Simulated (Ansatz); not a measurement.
**BH5O (B(H2O)H3): wB97M-V/STO-3G**

Aim: the energy change on altering one bond length of BH5O (B(H2O)H3) at wB97M-V/STO-3G, from 2 runs. 

The results are computed with Ansatz 0.2.0.

53 further runs of the same task are left out: 53 set aside as unsound or not needed.

### Step 1. The system as given

BH5O: 7 atoms, total charge 0, spin state singlet. SMILES: `[H]B([H])([H])<-O`. Geometry: relaxed at GFN2-xTB.

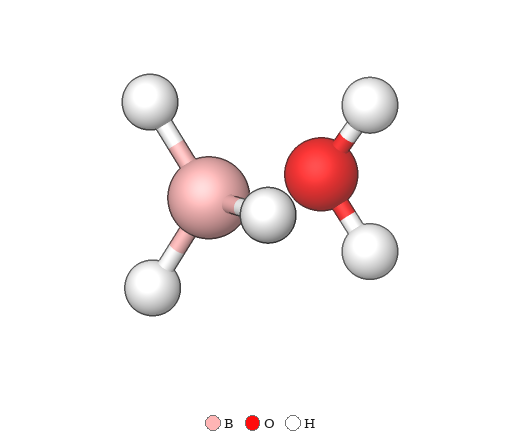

Viewed from a chosen angle; boron pink, oxygen red, hydrogen white.

### Step 2. A single-point energy at wB97M-V/STO-3G

job.yaml reads:

```yaml
crystal:
  periodic: [false, false, false]
  atoms:
    - {symbol: B, position_ang: [0.067800, -0.111690, -0.668890]}
    - {symbol: O, position_ang: [0.100820, -0.146640, 1.030730]}
    - {symbol: H, position_ang: [-0.836060, -0.142600, 1.252490]}
    - {symbol: H, position_ang: [0.486320, 0.708910, 1.244780]}
    - {symbol: H, position_ang: [1.210120, -0.068530, -0.970290]}
    - {symbol: H, position_ang: [-0.544260, 0.876330, -0.930190]}
    - {symbol: H, position_ang: [-0.484730, -1.115770, -0.958620]}
basis:
  gaussian: {orbitals: STO-3G}
hamiltonian: {xc: {name: wB97M-V}}
accuracy: high
```

Launch:

```
$ ansatz run job.yaml --threads 1 --pin off --max-ram 2610MiB --events-out events.jsonl --progress --plain --runs-dir runs
```

The program printed:

```text
Warning: RAYON_NUM_THREADS=1 ignored (pool sized by the plan → 1); use --threads N
Functional definition: wB97M-V
  name "wB97M-V"
  parameter omega = 0.3/bohr
  parameter cx = 0.15
  parameter cx01 = 1.007
  parameter cx10 = 0.259
  parameter css00 = 0.443
  parameter css04 = -1.437
  parameter css10 = -4.535
  parameter css20 = -3.390
  parameter css43 = 4.278
  parameter cos00 = 1.000
  parameter cos10 = 1.358
  parameter cos20 = 2.924
  parameter cos21 = -8.812
  parameter cos60 = -1.390
  parameter cos61 = 9.142
  parameter b = 6.0
  parameter c = 0.01
  gx(w, u) = 1 - cx + cx01*u + cx10*w
  gss(w, u) = css00 + css04*u^4 + css10*w + css20*w^2 + css43*w^4*u^3
  gos(w, u) = cos00 + cos10*w + (cos20 + cos21*u)*w^2 + (cos60 + cos61*u)*w^6
  exchange = spin_sum(e_x_unif_sr(omega)*gx(b97_w, b97_u_x)) + cx*exact_x_sr(omega) + exact_x_lr(omega)
  correlation = spin_sum(e_c_pw_mod_same_spin*gss(b97_w, b97_u_same))
      + integral(e_c_pw_mod_opposite_spin*gos(b97_w_opposite, b97_u_opposite)) + vv10(b, c)
251 factors; integrals over basis functions are off by at most 5.0e-8 eV
141 factors; integrals over basis functions are off by at most 1.4e-9 eV
mean field evaluation 1: about -2765.7887 eV, gradient 1.1e1 eV
mean field evaluation 2: about -2766.3516 eV, gradient 2.2e0 eV
mean field evaluation 4: about -2766.3750 eV, gradient 6.1e-2 eV
mean field evaluation 8: about -2766.3328 eV, gradient 9.9e-4 eV
mean field evaluation 16: about -2766.3328 eV, gradient 5.1e-8 eV
mean field -2766.33280180 eV, -101.6608553783 hartree, gradient 5.0e-8 eV, S^2 0.000000; 0 other end points of the search recorded, 0 dependent functions left out
reference -2766.33280426 eV, -101.6608554688 hartree; 9, 9 occupied and 6, 6 virtual orbitals, 251 factors
Total energy: -2766.33280426 eV, -101.6608554688 hartree
```

Run time: 14 s. Hardware: 1 thread of Arm Neoverse V2, shared host; peak memory 0.26 GiB.

### Step 3. The distorted shape, same level

input.yaml reads:

```yaml
crystal:
  periodic: [false, false, false]
  atoms:
    - {symbol: B, position_ang: [-0.028568, -0.325563, -0.722399]}
    - {symbol: O, position_ang: [0.004452, -0.360513, 0.977221]}
    - {symbol: H, position_ang: [-0.932428, -0.356473, 1.198981]}
    - {symbol: H, position_ang: [0.486320, 0.708910, 1.244780]}
    - {symbol: H, position_ang: [1.113752, -0.282403, -1.023799]}
    - {symbol: H, position_ang: [-0.640628, 0.662457, -0.983699]}
    - {symbol: H, position_ang: [-0.581098, -1.329643, -1.012129]}
basis:
  gaussian: {orbitals: STO-3G}
hamiltonian: {xc: {name: wB97M-V}}
accuracy: high
```

Launch:

```
$ ansatz run input.yaml --threads 1 --pin off --max-ram 2610MiB --events-out events.jsonl --progress --plain --runs-dir runs
```

The program printed (excerpt; [...] marks lines left out):

```text
Warning: RAYON_NUM_THREADS=1 ignored (pool sized by the plan → 1); use --threads N
Functional definition: wB97M-V
  name "wB97M-V"
[...]
  gx(w, u) = 1 - cx + cx01*u + cx10*w
  gss(w, u) = css00 + css04*u^4 + css10*w + css20*w^2 + css43*w^4*u^3
  gos(w, u) = cos00 + cos10*w + (cos20 + cos21*u)*w^2 + (cos60 + cos61*u)*w^6
[...]
      + integral(e_c_pw_mod_opposite_spin*gos(b97_w_opposite, b97_u_opposite)) + vv10(b, c)
251 factors; integrals over basis functions are off by at most 5.0e-8 eV
141 factors; integrals over basis functions are off by at most 1.3e-9 eV
[...]
mean field -2765.68093425 eV, -101.6368996877 hartree, gradient 2.0e-8 eV, S^2 0.000000; 0 other end points of the search recorded, 0 dependent functions left out
reference -2765.68093675 eV, -101.6368997795 hartree; 9, 9 occupied and 6, 6 virtual orbitals, 251 factors
Total energy: -2765.68093675 eV, -101.6368997795 hartree
```

Run time: 14 s. Hardware: 1 thread of Arm Neoverse V2, shared host; peak memory 0.26 GiB.

### Step 4. Results

Level: wB97M-V/STO-3G.

| quantity | value |
| --- | --- |
| first shape: total energy | -101.66086 Eh |
| distorted shape: total energy | -101.63690 Eh |
| energy change with the O2–H4 bond stretched from 0.962 to 1.203 Å | 0.652 eV |

In words: With the O2–H4 bond stretched from 0.962 to 1.203 Å the energy rises by 0.65 eV (62.9 kJ/mol). The first shape isn't relaxed at this level, so the change isn't measured from a minimum. The minimal basis adds a large error of its own.
